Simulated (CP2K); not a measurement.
Consider methane at its PBE geometry (Å).

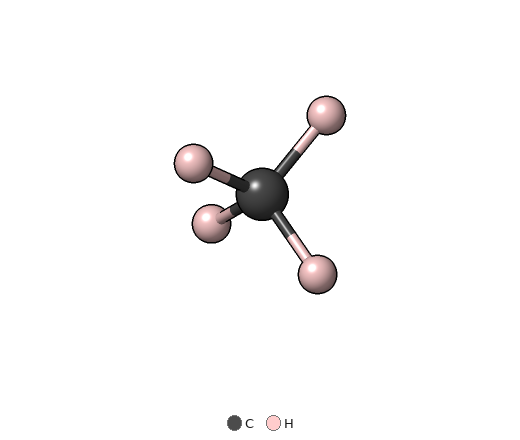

The molecule (carbon dark grey, hydrogen pink).

```xyz
5

C     0.0002    0.0001    0.0001
H    -0.7159   -0.2858   -0.7791
H     0.1165    1.0900    0.0069
H    -0.3698   -0.3343    0.9762
H     0.9691   -0.4699   -0.2042
```

Method: CP2K XAS_TDP, all-electron GAPW, PBEh(45%), aug-cc-pVTZ, TDA, GW2X-corrected core level, no relativity.

Question: Predict the bright core excitations at the C K edge.

Leading lines: C1 289.41 eV. The leading line of an atom is its first one with 35 % of the strongest within 2.5 eV of its lowest line over the strength cut. Core ionisation energies at this level: C1 290.52 eV.

The first six lines of each atom with a strength over 0.0015:

```tsv
atom	energy (eV)	states	strength, one atom	above the computed threshold
C1 (bonded to 4 H)	289.41	3	0.0562	
	290.69	3	0.0170	yes
	291.50	3	0.0474	yes
	295.32	3	0.0159	yes
	296.81	3	0.0433	yes
	297.87	3	0.0174	yes
```

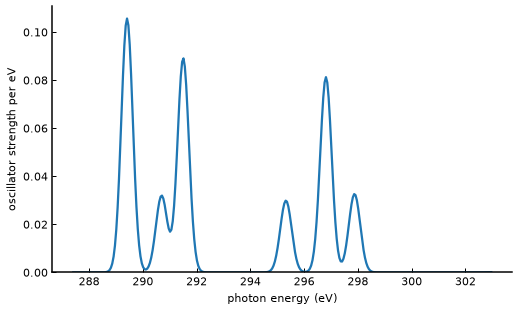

All atoms added, broadened by 0.5 eV.

Lines are vertical, at one geometry, with no vibrational structure. GW2X ionisation energies and lines can be off by 1 to 2 eV either way, and a good line position may hide errors that cancel. These values hold no scalar relativity, about 0.1 eV for C 1s. Rydberg lines, and the discretised continuum above threshold, depend on the basis and the box.

[Banner, clock and machine lines of the logs are left out without a mark of their own.]

[Logs are printed without paths, hosts, clocks, repeated set-up lines and the standing remarks that a program may print on its own settings, such as how far it seeks lower states.]

[Hosts, paths, dates, database ids (printed as entryN), source tags and the programs' standing remarks are cut or masked in the printed files.]
